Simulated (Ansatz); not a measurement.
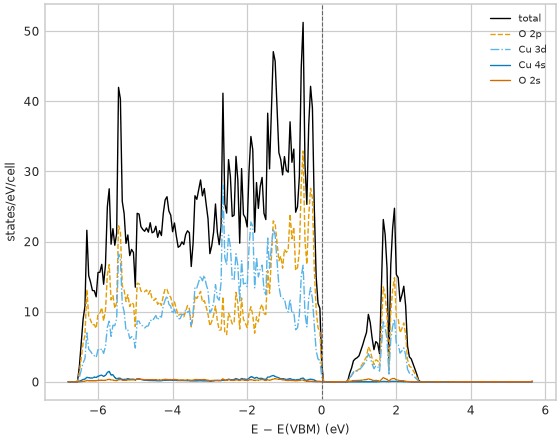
Total and projected density of states of MgCu2O4 in space group Pbcm (No. 57; Pearson symbol oP28), the program Ansatz at the r²SCAN level (PAW)

Q: Which orbitals carry the states next to the gap?

A: Top 1 eV of the valence band: O 2p 65 %, Cu 3d 32 %. Bottom 1 eV of the conduction band: O 2p 53 %, Cu 3d 41 %. Projections are on Löwdin-orthogonalised atomic valence shells; empty p or d shells of many metals are not among them.

Q: Where is the tallest occupied peak in this window, and what makes it?

A: Near -0.5 eV, about 51 states/eV per cell; the largest projected share is O 2p.

The first step of the workflow began from a Materials Project structure, measured or hypothetical; the Crystallography Open Database copy checked does not list it. Whether it is the stable phase at ambient conditions was not checked. Symmetry was held in the r²SCAN relaxation; its stability against distortions is not shown here. No spin polarisation was allowed. No Hubbard U is applied.

Potentials: the later of the program's two PAW sets.
